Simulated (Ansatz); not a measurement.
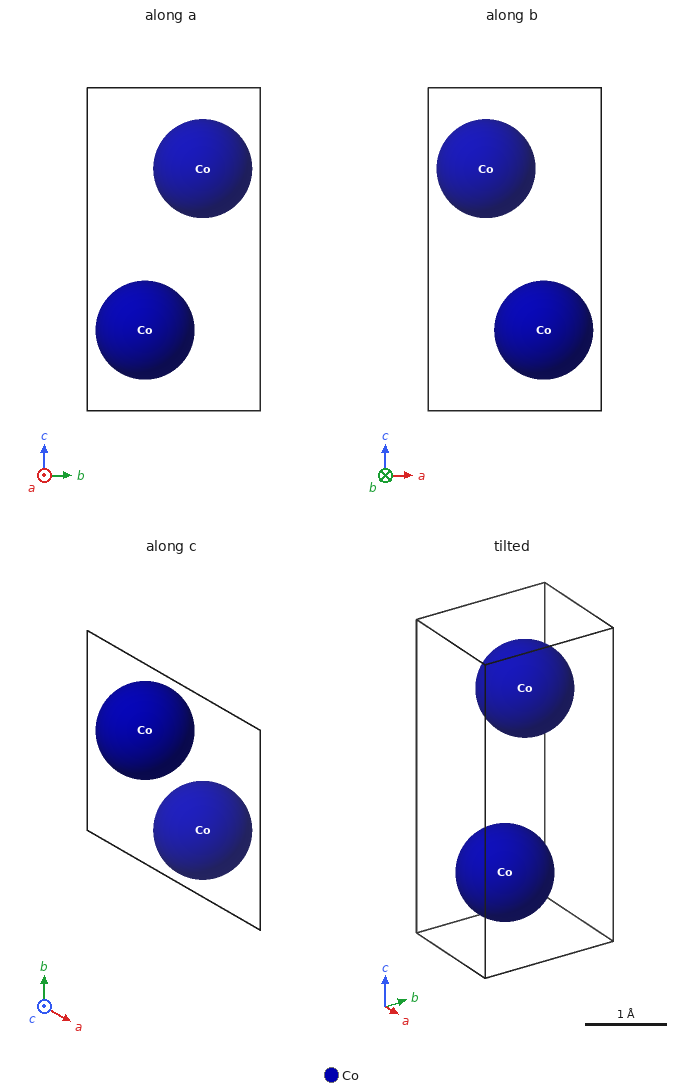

Drawn in the spheres-only manner and seen along the a axis, along the b axis, along the c axis and slightly off an axis. The conventional unit cell is outlined; an atom on or near a face, edge or corner is repeated at each equivalent position.

Lattice parameters: a = 2.496 Å, b = 2.496 Å, c = 4.035 Å, α = 90.00°, β = 90.00°, γ = 120.00°. Put a along x and b in the xy plane.

Write down what is shown as a POSCAR file.

Answer.
```
Co
1.0
     2.496    0.000    0.000
    -1.248    2.161    0.000
     0.000    0.000    4.035
Co
2
Direct
  0.3333 0.6667 0.7500
  0.6667 0.3333 0.2500
```

Origin of the cell: the standard structure of this element. It was relaxed at fixed volume with DFT PBE, spin-orbit coupling, plane waves, PAW in Ansatz 0.2.0.
